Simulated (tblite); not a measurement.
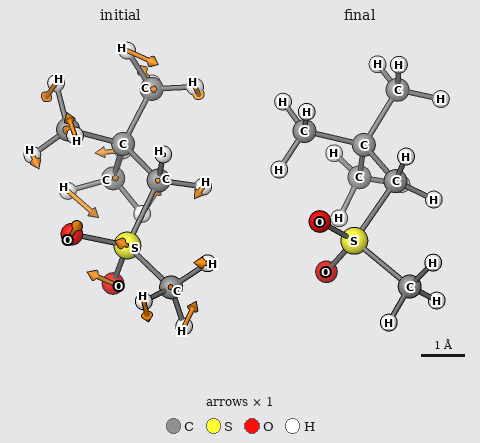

The structure of C$_{6}$H$_{14}$O$_{2}$S before (left) and after (right) a relaxation, at one scale. The orange arrows give the displacements, at their true length.

A ball-and-stick model, seen from a free direction.

Theory: GFN2-xTB geometry optimisation, gas phase in tblite. 

What changed between the two?

Answer. The atom that moves furthest after the best rigid fit is an H atom (1.05 Å). By element the largest moves are H 1.05 Å, O 0.79 Å, S 0.44 Å, C 0.23 Å. Some distances before and after: O–S 1.524 → 1.437 Å, C–S 1.754 → 1.827 Å, O–S 1.502 → 1.438 Å, C–H 1.131 → 1.087 Å. Among the angles between lasting bonds that change: C–S–C 113.0° → 102.1°, O–S–O 106.6° → 117.4°, C–C–H 104.9° → 111.3°. Groups turn about C–C by about 55°, C–C by about 50°, C–S by about 45°. Over 140 geometry steps the energy falls by 36.3 kcal/mol. The run took 1.9 s on 1 thread of Arm Neoverse N1 (shared host).
